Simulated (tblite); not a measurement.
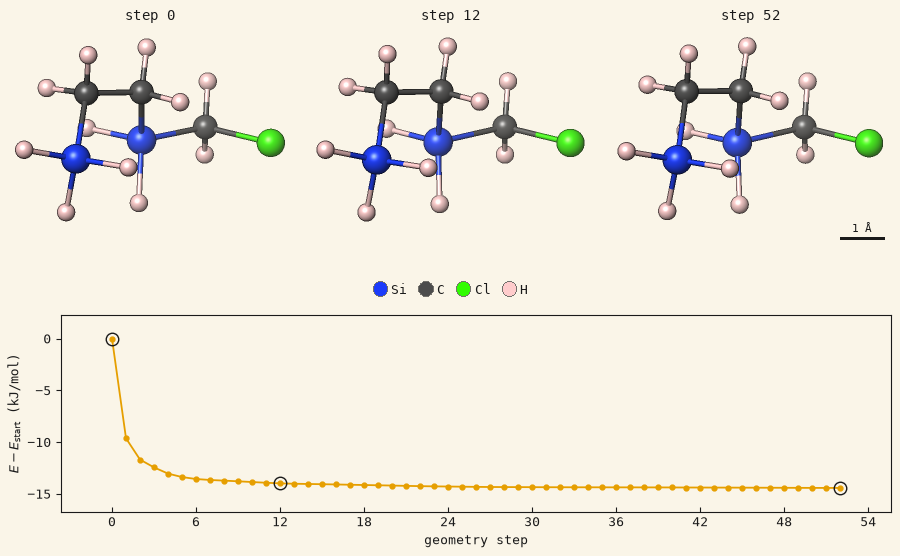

Frames of a relaxation of C3H11ClSi2, marked on the history of the run. The picture is a ball-and-stick view, seen from a free direction.

Theory: GFN2-xTB geometry optimisation, gas phase (tblite). 

Question: Describe the path.

Answer: Over 52 geometry steps the energy falls by 14.4 kJ/mol. The atom that moves furthest after the best rigid fit is a Si atom (0.12 Å). Largest moves by element: Si 0.12 Å, H 0.09 Å, Cl 0.08 Å, C 0.04 Å. Near-neighbour distances that change, for instance: C–Si 1.845 → 1.914 Å, H–Si 1.496 → 1.463 Å, C–Si 1.868 → 1.898 Å, C–C 1.553 → 1.530 Å. Among the angles between lasting bonds that change: C–Si–C 112.8° → 107.4°, H–Si–H 106.6° → 110.7°, C–Si–H 109.6° → 113.4°. The run took 0.64 s on 1 thread of Arm Neoverse N1 (shared host). From step 0 to 12: a Si atom moves most (0.09 Å), energy −14.0 kJ/mol. From step 12 to 52: an H atom moves most (0.08 Å), energy −0.44 kJ/mol.
